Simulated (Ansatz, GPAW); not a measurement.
## KTlSO (model structure): optical spectrum from first principles

Wanted: where KTlSO (model structure) starts to absorb, how strongly, and its refractive index. The cell was made here by substitution or stacking, whether or not such a phase is known. It was built so: 1 of the 2 O atoms of the cell replaced by S in the R-3m structure of KTlO2. The cell is first relaxed with Ansatz.

Method: DFT, revPBE, plane-wave PAW (GPAW data sets), scalar-relativistic, RPA, optical limit, in GPAW 26.7.0.

## Step 1: Set-up

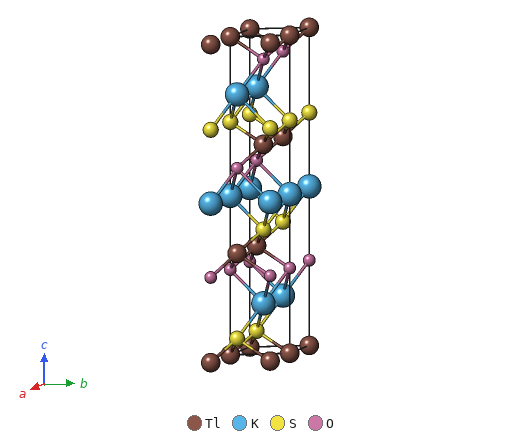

Start, viewed slightly off an axis; thallium brown, potassium blue, sulfur yellow, oxygen pink. 2×1×1 cells are drawn. This picture shows the conventional cell, with its axes. Bonds to atoms that aren't drawn are left out. Some periodic images of atoms are drawn too.

## Step 2: Relaxation

The structure was built or cut out here, so it is relaxed before any spectrum is computed.

This step: DFT, revPBE, plane-wave PAW, default files, scalar-relativistic, relaxation (Ansatz 0.2.0).

Contents of input.yaml:

```yaml
crystal:
  lattice:
    - [1.8530316297, 1.0698483102, 6.5484663]
    - [-1.8530316297, 1.0698483102, 6.5484663]
    - [0.0, -2.1396966204, 6.5484663]
  atoms:
    - { symbol: Tl, position: [0.0, 0.0, 0.0] }
    - { symbol: K, position: [0.5, 0.5, 0.5] }
    - { symbol: S, position: [0.26791574, 0.26791574, 0.26791574] }
    - { symbol: O, position: [0.73208426, 0.73208426, 0.73208426] }
kpoints:
  mp_grid: { grid: [7, 7, 7] }
scf:
  occupations: { method: fermi_dirac, width: 0.05 }
hamiltonian:
  xc: revpbe
output:
  forces: true
  stress: true
relax:
  f_tol: 0.02
  max_steps: 50
  cell: {}
```

Command:

```
> ansatz run input.yaml --threads 1 --pin off --max-ram 4096MiB --backend cpu --events-out ev --progress --plain --runs-dir out
```

Numbers of over 12 decimals in the logs are rounded to 6 here.

Log:

```text
basis.fft_grid_basis auto: the FFT boxes are laid along the combinations [[1, 0, -1], [0, 1, -1], [0, 0, 1]] of the cell's own vectors, 3.706, 3.706 and 6.889 Å long. The dense box has 25×25×48 points. Along the cell's own vectors, as sized, it would have 48×48×48, 3.69 times as many. Of the 6 symmetry operations that the crystal satisfies within crystal.symmetry.tolerance (time reversal apart; of a slab, those that  [...]
Engine: ansatz 0.2.0, x86_64-unknown-linux-gnu
Pseudopotentials: kind: paw
Pseudopotential: Tl, paw, valence charge 13, recommended cutoff 420 eV (normal), Tl.paw.azcp
Pseudopotential: K, paw, valence charge 9, recommended cutoff 420 eV (normal), K.paw.azcp
Pseudopotential: S, paw, valence charge 6, recommended cutoff 420 eV (normal), S.paw.azcp
Pseudopotential: O, paw, valence charge 6, recommended cutoff 420 eV (normal), O.paw.azcp
Functional definition: revPBE
  parameter kappa = 1.245
  parameter beta = 0.066725
  exchange = pbe_x(kappa = kappa, mu = beta*pi^2/3)
  correlation = pbe_c(beta = beta)
Crystal: 4 atoms, lattice volume = 77.893 Å³
Basis set: ecut = 420 eV, 1533 PW (Γ), FFT grids on a1−a3, a2−a3, a3, exchange–correlation on 50×50×96 points (8 copies of the dense FFT grid, shifted against one another)
Bands: 21, of which v1, the nominal top of the filled ones, is band 17 counted from 1 (16 counted from 0)
Symmetry: 6 space group operations
Space group: R3m (ITA 160), of the structure as read, at distance tolerance 4.3e-5 Å
k-points: 44 of 343 (time reversal used)
Non-local potential: Tl, projectors of the file, l = 0: 2, l = 1: 2, l = 2: 2, l = 3: 1
Non-local potential: K, projectors of the file, l = 0: 3, l = 1: 2, l = 2: 2
Non-local potential: S, projectors of the file, l = 0: 2, l = 1: 2, l = 2: 2
Non-local potential: O, projectors of the file, l = 0: 2, l = 1: 2, l = 2: 1
PAW form: soft (Blöchl's): semilocal exchange-correlation on the pseudo side does not see the compensation charge
PAW frozen core: Tl, regenerated for the run's functional, and the local potential with it (the file was generated under x = pbe(κ = 0.804, μ = 0.219515), c = pbe(β = 0.066725))
PAW frozen core: K, regenerated for the run's functional, and the local potential with it (the file was generated under x = pbe(κ = 0.804, μ = 0.219515), c = pbe(β = 0.066725))
PAW frozen core: S, regenerated for the run's functional, and the local potential with it (the file was generated under x = pbe(κ = 0.804, μ = 0.219515), c = pbe(β = 0.066725))
PAW frozen core: O, regenerated for the run's functional, and the local potential with it (the file was generated under x = pbe(κ = 0.804, μ = 0.219515), c = pbe(β = 0.066725))
PAW one-centre angular grid: Tl, 590 points (default); XC on 64 Gauss nodes
PAW one-centre angular grid: K, 110 points (default); XC on 64 Gauss nodes
PAW one-centre angular grid: S, 110 points (default); XC on 64 Gauss nodes
PAW one-centre angular grid: O, 110 points (default); XC on 64 Gauss nodes
Initial density: superposition of atomic densities (neutral atoms: chi_scale 0, normalization atom), corrected by the library's trained network
Initial wavefunctions: pseudopotential atomic-orbital guess
Functional: x = revpbe(κ = 1.245, μ = 0.219515), c = pbe(β = 0.066725)
SCF iter   1: F=—  HF=-14468.462157 eV  |F-HF|=—  |Δ(HF+E_count)|=         —  Δρ=4.36e-3  dr2=1.42e-2  ethr=1.77e-3  ⟨swp⟩=6.5  Hψ=5206  notcnv=0
preconditioner: auto → Resta (q_TF=auto, 2.376 Å⁻¹)  ε∞=4.2  [insulator: Δε(μ)=1.242 eV  Ē_g=13.238 eV  σ=0.050 eV  W_gap=1.00  n_scr=22 (ndim 8)  ℏωp=23.8 eV  f_vac=0.035  D(μ)=0.00/eV (n_scr^D=0)  ε∞_Penn≈4.2]
SCF iter   2: F=—  HF=-14468.458917 eV  |F-HF|=—  |Δ(HF+E_count)|=   3.24e-3  Δρ=2.43e-3  dr2=3.83e-3  ethr=4.18e-5  ⟨swp⟩=2.0  Hψ=1422  notcnv=0
SCF iter   3: F=—  HF=-14468.458835 eV  |F-HF|=—  |Δ(HF+E_count)|=   8.28e-5  Δρ=1.65e-3  dr2=2.25e-3  ethr=1.13e-5  ⟨swp⟩=2.0  Hψ=1156  notcnv=0
SCF iter   4: F=—  HF=-14468.458589 eV  |F-HF|=—  |Δ(HF+E_count)|=   2.45e-4  Δρ=3.08e-4  dr2=8.13e-5  ethr=6.63e-6  ⟨swp⟩=2.0  Hψ=1111  notcnv=0
SCF iter   5: F=—  HF=-14468.458662 eV  |F-HF|=—  |Δ(HF+E_count)|=   7.25e-5  Δρ=8.75e-5  dr2=8.35e-6  ethr=2.39e-7  ⟨swp⟩=2.0  Hψ=1559  notcnv=0
SCF iter   6: F=—  HF=-14468.458679 eV  |F-HF|=—  |Δ(HF+E_count)|=   1.69e-5  Δρ=2.04e-5  dr2=5.87e-7  ethr=2.46e-8  ⟨swp⟩=2.0  Hψ=1628  notcnv=0
SCF iter   7: F=-14468.458680 eV  HF=-14468.458680 eV  |F-HF|=6.72e-8  |Δ(HF+E_count)|=   1.59e-6  Δρ=6.24e-6  dr2=4.16e-8  ethr=2.94e-10  ⟨swp⟩=5.0  Hψ=3544  notcnv=0
SCF 1 converged in 7 iterations: F = -14468.458680 eV  dr2 = 4.16e-8
  greatest PAW one-centre occupation: 0.988 electrons in one spin orbital (limit 2), on the K atom at site 1 (counted from 0), in its partial waves of l = 0
relax step   1: F+E_penalty+E_count = -14468.45868041 eV  Δ(F+E_penalty+E_count) = +0.000e0 eV  max|allowed force component| = 3.081e0 eV/Å  Δτ_max = 0.0000 Å  P = +10.328 GPa  Ω = 77.893 Å³  (7 SCF iters, dr2 threshold 1.00e-7 eV, accepted)
Crystal: 4 atoms, lattice volume = 82.580 Å³
Basis set: ecut = 420 eV, 1649 PW (Γ), FFT grids on a1−a3, a2−a3, a3, exchange–correlation on 50×50×96 points (8 copies of the dense FFT grid, shifted against one another)
Initial density: handed on by an earlier stage of this run
Initial wavefunctions: those handed on with the density
iter 1 solved again at ethr=1.42e-3 eV; its pass at ethr=3.10e-3 eV (dr2=4.83e-1 eV) is discarded
SCF iter   1: F=—  HF=-14469.236385 eV  |F-HF|=—  |Δ(HF+E_count)|=         —  Δρ=2.19e-2  dr2=4.83e-1  ethr=1.42e-3  ⟨swp⟩=1.0  Hψ=6083  notcnv=0
preconditioner: auto → Resta (q_TF=auto, 2.353 Å⁻¹)  ε∞=4.1  [insulator: Δε(μ)=0.207 eV  Ē_g=13.094 eV  σ=0.050 eV  W_gap=0.56  n_scr=22 (ndim 8)  ℏωp=23.1 eV  f_vac=0.044  D(μ)=0.10/eV (n_scr^D=0)  ε∞_Penn≈4.1]
SCF iter   2: F=—  HF=-14469.118228 eV  |F-HF|=—  |Δ(HF+E_count)|=   1.18e-1  Δρ=9.31e-3  dr2=5.68e-2  ethr=1.42e-3  ⟨swp⟩=2.1  Hψ=1534  notcnv=0
SCF iter   3: F=—  HF=-14469.109688 eV  |F-HF|=—  |Δ(HF+E_count)|=   8.54e-3  Δρ=6.21e-3  dr2=3.12e-2  ethr=1.67e-4  ⟨swp⟩=2.0  Hψ=2029  notcnv=0
SCF iter   4: F=—  HF=-14469.105836 eV  |F-HF|=—  |Δ(HF+E_count)|=   3.85e-3  Δρ=1.60e-3  dr2=2.27e-3  ethr=9.17e-5  ⟨swp⟩=2.0  Hψ=1317  notcnv=0
SCF iter   5: F=—  HF=-14469.106433 eV  |F-HF|=—  |Δ(HF+E_count)|=   5.97e-4  Δρ=3.55e-4  dr2=1.46e-4  ethr=6.68e-6  ⟨swp⟩=2.1  Hψ=1281  notcnv=0
SCF iter   6: F=—  HF=-14469.106476 eV  |F-HF|=—  |Δ(HF+E_count)|=   4.27e-5  Δρ=1.29e-4  dr2=1.53e-5  ethr=4.29e-7  ⟨swp⟩=2.0  Hψ=1388  notcnv=0
SCF iter   7: F=—  HF=-14469.106503 eV  |F-HF|=—  |Δ(HF+E_count)|=   2.71e-5  Δρ=3.17e-5  dr2=1.02e-6  ethr=4.51e-8  ⟨swp⟩=2.0  Hψ=1584  notcnv=0
SCF iter   8: F=-14469.106504 eV  HF=-14469.106504 eV  |F-HF|=1.66e-7  |Δ(HF+E_count)|=   1.20e-6  Δρ=9.41e-6  dr2=1.11e-7  ethr=1.18e-9  ⟨swp⟩=4.0  Hψ=3258  notcnv=0
SCF 2 converged in 8 iterations: F = -14469.106504 eV  dr2 = 1.11e-7
relax step   2: F+E_penalty+E_count = -14469.10650422 eV  Δ(F+E_penalty+E_count) = -6.478e-1 eV  max|allowed force component| = 3.142e-1 eV/Å  Δτ_max = 0.1938 Å  P = +2.963 GPa  Ω = 82.580 Å³  energy of the carried Pulay correction = -4.766e-3 eV  (8 SCF iters, dr2 threshold 4.00e-7 eV, accepted)
Crystal: 4 atoms, lattice volume = 86.356 Å³
Basis set: ecut = 420 eV, 1685 PW (Γ), FFT grids on a1−a3, a2−a3, a3, exchange–correlation on 50×50×96 points (8 copies of the dense FFT grid, shifted against one another)
iter 1 solved again at ethr=3.99e-4 eV; its pass at ethr=3.10e-3 eV (dr2=1.36e-1 eV) is discarded
SCF iter   1: F=—  HF=-14469.182085 eV  |F-HF|=—  |Δ(HF+E_count)|=         —  Δρ=7.10e-3  dr2=1.35e-1  ethr=3.99e-4  ⟨swp⟩=1.0  Hψ=5691  notcnv=0
preconditioner: auto → Resta (q_TF=auto, 2.336 Å⁻¹)  ε∞=4.1  [insulator: Δε(μ)=0.191 eV  Ē_g=12.893 eV  σ=0.050 eV  W_gap=0.72  n_scr=22 (ndim 8)  ℏωp=22.6 eV  f_vac=0.050  D(μ)=0.15/eV (n_scr^D=0)  ε∞_Penn≈4.1]
SCF iter   2: F=—  HF=-14469.163120 eV  |F-HF|=—  |Δ(HF+E_count)|=   1.90e-2  Δρ=5.98e-3  dr2=3.20e-2  ethr=3.97e-4  ⟨swp⟩=2.2  Hψ=1267  notcnv=0
SCF iter   3: F=—  HF=-14469.158241 eV  |F-HF|=—  |Δ(HF+E_count)|=   4.88e-3  Δρ=1.84e-3  dr2=7.38e-3  ethr=9.42e-5  ⟨swp⟩=2.0  Hψ=1568  notcnv=0
SCF iter   4: F=—  HF=-14469.157166 eV  |F-HF|=—  |Δ(HF+E_count)|=   1.08e-3  Δρ=7.29e-4  dr2=1.47e-3  ethr=2.17e-5  ⟨swp⟩=1.0  Hψ=965  notcnv=0
SCF iter   5: F=—  HF=-14469.156956 eV  |F-HF|=—  |Δ(HF+E_count)|=   2.10e-4  Δρ=1.81e-4  dr2=7.40e-5  ethr=4.33e-6  ⟨swp⟩=2.7  Hψ=1445  notcnv=0
SCF iter   6: F=—  HF=-14469.156981 eV  |F-HF|=—  |Δ(HF+E_count)|=   2.47e-5  Δρ=5.35e-5  dr2=3.77e-6  ethr=2.18e-7  ⟨swp⟩=2.0  Hψ=1584  notcnv=0
SCF iter   7: F=-14469.156986 eV  HF=-14469.156986 eV  |F-HF|=2.50e-7  |Δ(HF+E_count)|=   5.15e-6  Δρ=1.04e-5  dr2=1.26e-7  ethr=1.18e-9  ⟨swp⟩=3.0  Hψ=4197  notcnv=0
SCF 3 converged in 7 iterations: F = -14469.156986 eV  dr2 = 1.26e-7
relax step   3: F+E_penalty+E_count = -14469.15698603 eV  Δ(F+E_penalty+E_count) = -5.048e-2 eV  max|allowed force component| = 2.443e-1 eV/Å  Δτ_max = 0.0595 Å  P = +0.548 GPa  Ω = 86.356 Å³  energy of the carried Pulay correction = -8.408e-3 eV  (7 SCF iters, dr2 threshold 4.00e-7 eV, accepted)
[...]
relax step   4: F+E_penalty+E_count = -14469.16512756 eV  Δ(F+E_penalty+E_count) = -8.142e-3 eV  max|allowed force component| = 6.925e-2 eV/Å  Δτ_max = 0.0258 Å  P = -0.156 GPa  Ω = 87.434 Å³  energy of the carried Pulay correction = -9.417e-3 eV  (7 SCF iters, dr2 threshold 4.00e-7 eV, accepted)
[...]
relax step   5: F+E_penalty+E_count = -14469.16662467 eV  Δ(F+E_penalty+E_count) = -1.497e-3 eV  max|allowed force component| = 4.014e-2 eV/Å  Δτ_max = 0.0206 Å  P = -0.044 GPa  Ω = 87.187 Å³  energy of the carried Pulay correction = -9.188e-3 eV  (6 SCF iters, dr2 threshold 3.00e-7 eV, accepted)
[...]
relax step   6: F+E_penalty+E_count = -14469.16671037 eV  Δ(F+E_penalty+E_count) = -8.570e-5 eV  max|allowed force component| = 7.284e-3 eV/Å  Δτ_max = 0.0061 Å  P = +0.007 GPa  Ω = 87.228 Å³  energy of the carried Pulay correction = -9.226e-3 eV  (5 SCF iters, dr2 threshold 1.01e-7 eV, accepted)
[...]
relax step   7: F+E_penalty+E_count = -14469.18294825 eV  Δ(F+E_penalty+E_count) = -1.624e-2 eV  max|allowed force component| = 6.839e-3 eV/Å  Δτ_max = 0.0000 Å  P = +0.263 GPa  Ω = 87.228 Å³  stress off target by 3.27e-1 GPa  SCF on the basis re-selected at this cell (its energy is not comparable with the rows above)  (8 SCF iters)
[...]
relax step   8: F+E_penalty+E_count = -14469.18287429 eV  Δ(F+E_penalty+E_count) = +7.396e-5 eV  max|allowed force component| = 6.942e-3 eV/Å  Δτ_max = 0.0037 Å  P = -0.009 GPa  Ω = 87.785 Å³  energy of the carried Pulay correction = -5.274e-4 eV  (6 SCF iters, dr2 threshold 2.67e-7 eV, accepted)
iter 1 solved again at ethr=4.61e-8 eV; its pass at ethr=3.10e-3 eV (dr2=1.57e-5 eV) is discarded
SCF iter   1: F=—  HF=-14469.183355 eV  |F-HF|=—  |Δ(HF+E_count)|=         —  Δρ=5.19e-5  dr2=1.78e-7  ethr=4.61e-8  ⟨swp⟩=3.2  Hψ=7352  notcnv=0
preconditioner: auto → Resta (q_TF=auto, 2.329 Å⁻¹)  ε∞=4.1  [insulator: Δε(μ)=0.273 eV  Ē_g=12.794 eV  σ=0.050 eV  W_gap=0.77  n_scr=22 (ndim 8)  ℏωp=22.4 eV  f_vac=0.052  D(μ)=0.05/eV (n_scr^D=0)  ε∞_Penn≈4.1]
SCF iter   2: F=—  HF=-14469.183386 eV  |F-HF|=—  |Δ(HF+E_count)|=   3.12e-5  Δρ=2.69e-5  dr2=1.34e-7  ethr=5.24e-10  ⟨swp⟩=2.0  Hψ=1636  notcnv=0
SCF iter   3: F=—  HF=-14469.183401 eV  |F-HF|=—  |Δ(HF+E_count)|=   1.52e-5  Δρ=1.50e-5  dr2=4.61e-8  ethr=3.95e-10  ⟨swp⟩=2.0  Hψ=1164  notcnv=0
SCF iter   4: F=—  HF=-14469.183407 eV  |F-HF|=—  |Δ(HF+E_count)|=   5.53e-6  Δρ=1.33e-6  dr2=1.63e-9  ethr=1.36e-10  ⟨swp⟩=2.0  Hψ=1616  notcnv=0
SCF iter   5: F=—  HF=-14469.183407 eV  |F-HF|=—  |Δ(HF+E_count)|=   2.00e-8  Δρ=5.41e-7  dr2=2.68e-10  ethr=4.80e-12  ⟨swp⟩=2.0  Hψ=1596  notcnv=0
SCF iter   6: F=-14469.183407 eV  HF=-14469.183407 eV  |F-HF|=4.00e-11  |Δ(HF+E_count)|=   2.30e-9  Δρ=1.25e-7  dr2=1.21e-11  ethr=1.00e-12  ⟨swp⟩=3.0  Hψ=3800  notcnv=0
SCF 9 converged in 6 iterations: F = -14469.183407 eV  dr2 = 1.21e-11
relax step   9: F+E_penalty+E_count = -14469.18340696 eV  Δ(F+E_penalty+E_count) = -5.327e-4 eV  max|allowed force component| = 7.039e-3 eV/Å  Δτ_max = 0.0000 Å  P = -0.006 GPa  Ω = 87.785 Å³  stress off target by 1.66e-2 GPa  SCF on the basis re-selected at this cell (its energy is not comparable with the rows above)  (6 SCF iters)
basis re-selected at this cell: Δ(F+E_penalty+E_count) = -5.327e-4 eV, ΔP = +0.003 GPa vs the last step (what re-selecting the basis moved, of the pressure what is left beyond the Pulay correction that the steps carried, after the strain that the cell walked since its last selection, with what the two solves' SCF thresholds leave and, on support functions, any second-order correction that the steps lacked; it is no m [...]
SCF converged after 6 iterations
Free energy (F): -14469.183407 eV
Harris-Foulkes:  -14469.183407 eV  (|F-HF|=4.00e-11)
Internal energy: -14469.182834 eV  (E = F + TS)
E sigma→0 (E₀):  -14469.183120 eV
Entropy (-TS):   -0.000573 eV (-0.143 meV/atom)
Fermi energy:    6.292473 eV
--- Per-component energies (eV) ---
  E_band       = -110.425520
  E_kinetic    = 872.010340
  E_local      = -2180.640051  (includes V_loc(G=0)·N_el)
  E_nonlocal   = 406.051135
  E_hartree    = 814.480838
  E_xc         = -534.584326
  E_vxc        = -484.615718  (∫ρ·V_xc dr)
  E_paw        = -11727.799287  (= ΣΔE_a)
  E_vpaw       = -352.195329  (= ΣTr[D̂ρ^β])
  E_aug_tail   = 0.002341  (compensation charges beyond the density's cutoff)
  E_ewald      = -2118.694622
  E_core_change = -0.009203  (= ΣΔE_core)
  E_smearing   = -0.000573  (= −TS)
  E_closure    = 0.000000  (closes the sum)
  Σ components = -14469.183407   (vs F -14469.183407, Δ=0.00e0)
--- Forces (eV/Å), atoms counted from 1 ---
  atom   1  Tl     0.00000000     0.00000000    -0.00703854
  atom   2  K     -0.00000000    -0.00000000     0.00373632
  atom   3  S      0.00000000     0.00000000     0.00151526
  atom   4  O     -0.00000000    -0.00000000     0.00178747
  max |Σ_I F_I| component: 5.11e-7 eV/Å
--- Stress (GPa, compression-positive) ---
       -0.016562       0.000000      -0.000000
        0.000000      -0.016562       0.000000
       -0.000000       0.000000       0.013991
  P = ⅓ Tr σ = -0.0064 GPa (-0.064 kbar)
--- Relaxed structure (7 steps of the walk, 7 accepted, 2 SCFs on fresh bases) ---
  F+E_penalty+E_count = -14469.18340696 eV   max|allowed force component| = 7.039e-3 eV/Å   (the final SCF, on the basis selected at the relaxed cell)
  cell:  # Å, volume = 87.7852 Å³
    - [1.915669, 1.106012, 6.905417]
    - [-1.915669, 1.106012, 6.905417]
    - [-2.14016253416976e-17, -2.212024, 6.905417]
  atoms:
    - { symbol: Tl, position: [0.00982012, 0.00982012, 0.00982012] }
    - { symbol: K, position: [0.485554, 0.485554, 0.485554] }
    - { symbol: S, position: [0.269446, 0.269446, 0.269446] }
    - { symbol: O, position: [0.735180, 0.735180, 0.735180] }
```

The job ended after 51 s (1 thread of Intel Xeon Platinum 8375C at 2.90GHz (Ice Lake), shared host; peak memory 0.49 GiB).

Relaxation path:

```csv
step,energy less that of the first step (eV),largest force component (eV/Å),pressure (GPa),volume (Å³)
1,0.0000,3.0809,10.33,77.89
2,-0.6478,0.3142,2.96,82.58
3,-0.6983,0.2443,0.55,86.36
4,-0.7064,0.0693,-0.16,87.43
5,-0.7079,0.0401,-0.04,87.19
6,-0.7080,0.0073,0.01,87.23
7*,-0.7243,0.0068,0.26,87.23
8,-0.7242,0.0069,-0.01,87.79
9*,-0.7247,0.0070,-0.01,87.79
```

Relaxation steps marked * repeat the geometry before them on a plane-wave basis chosen anew for their cell, so energy and pressure can jump there.

Forces are held to the 6 operations that the run works with; a distortion that breaks them can't arise in this run.

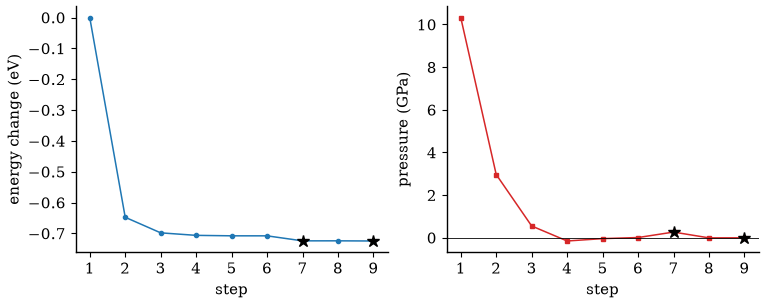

Energy and pressure along the relaxation. Stars mark steps on a basis chosen anew.

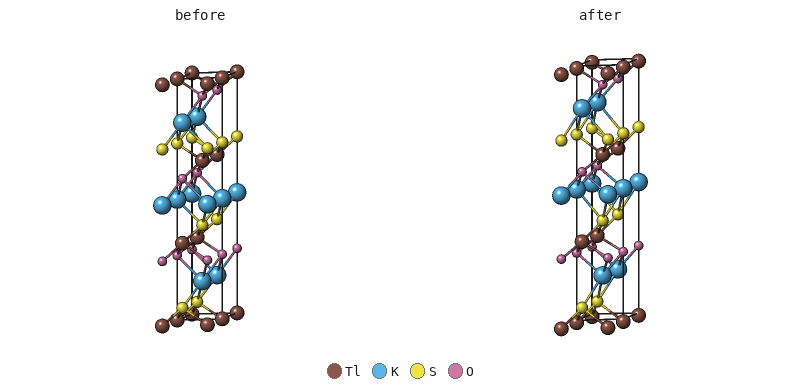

Before and after, at one scale. Bonds to atoms that aren't drawn are left out.

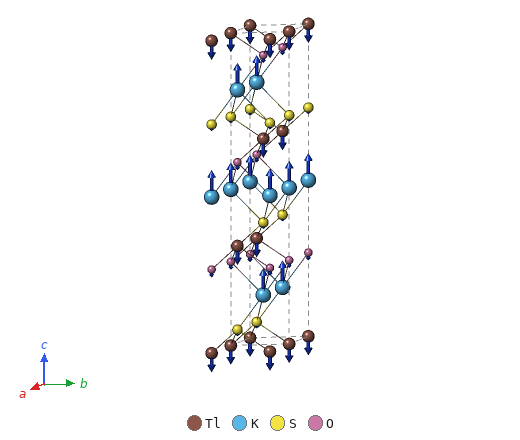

Displacements in the relaxation, exaggerated, measured against the changing cell; the longest in the cell stands for 0.30 Å. Bonds to atoms that aren't drawn are left out. 2×1×1 conventional cells are drawn. Some periodic images of atoms are drawn too.

```csv
"conventional cell, symmetrised",before,after,change
a (Å),3.706,3.831,+3.4 %
b (Å),3.706,3.831,+3.4 %
c (Å),19.645,20.716,+5.5 %
volume (Å³/atom),19.47,21.95,+12.7 %
```

The atoms that moved most (Å, as changes of fractional coordinates times the final cell):

```csv
atom,dx,dy,dz,length
K2,0.000,0.000,-0.299,0.299
Tl1,0.000,0.000,0.203,0.203
O4,0.000,0.000,0.064,0.064
S3,0.000,0.000,0.032,0.032
```

Final coordinates:

```xyz
4
Lattice="1.9157 1.1060 6.9054 -1.9157 1.1060 6.9054 0.0000 -2.2120 6.9054" Properties=species:S:1:pos:R:3 pbc="T T T"
Tl    0.0000    0.0000    0.2034
K     0.0000    0.0000   10.0589
S     0.0000    0.0000    5.5819
O     0.0000    0.0000   15.2302
```

The relaxation ends with a largest force component of 0.0070 eV/Å and a pressure of -0.01 GPa.

(Continued in part 2 of 2.)

[Machine, clock and banner lines and Python warnings are left out of the logs.]

[Logs are printed without paths, hosts, clocks, repeated set-up lines and the standing remarks that a program may print on its own settings, such as how far it seeks lower states.]

[Hosts, paths, dates, database ids (printed as entryN), source tags and the programs' standing remarks are cut or masked in the printed files.]
